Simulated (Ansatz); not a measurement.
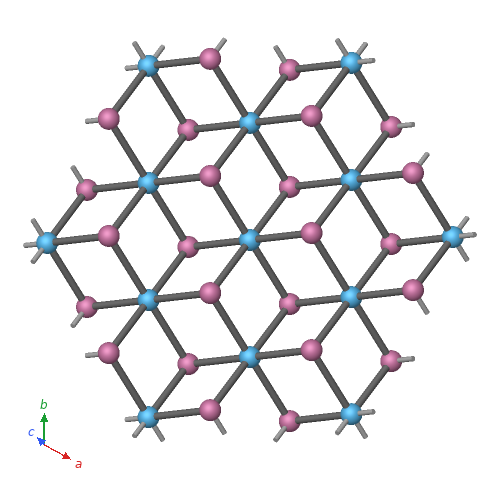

The picture shows a finite piece of the underlying net of a crystal structure, nodes on the atoms' positions. Nodes are coloured by topological kind. One layer is drawn. Edges to nodes outside the piece are drawn as stubs.

Describe the net.

Answer. A binodal (3,6)-connected, two-periodic (layers) net. It is the kgd net, known from the layers of CdI2 (1T type).

Give point symbol and coordination sequence of each kind of node.

Answer. 3-connected node: 4^3, sequence 3, 12, 9, 24, 15, 36; 6-connected node: 4^6.6^6.8^3, sequence 6, 6, 18, 12, 30, 18.

Where the net comes from. System MgCdSe₂ (space group R-3m, No. 166); source of the atomic positions: the geometry relaxed with Ansatz, DFT PBE, scalar-relativistic, plane waves, PAW; the starting structure was generated, so it need not be a known form of this composition. Bonds are taken as Cd–Se below 3.2 Å; Mg is left out of the net, as the electropositive filling of the structure; no other contact counts. The graph is simplified in the usual way: terminal and isolated atoms are pruned, two-connected atoms become edges. Se is a 3-connected node; Cd is a 6-connected node, in the ratio 2:1.
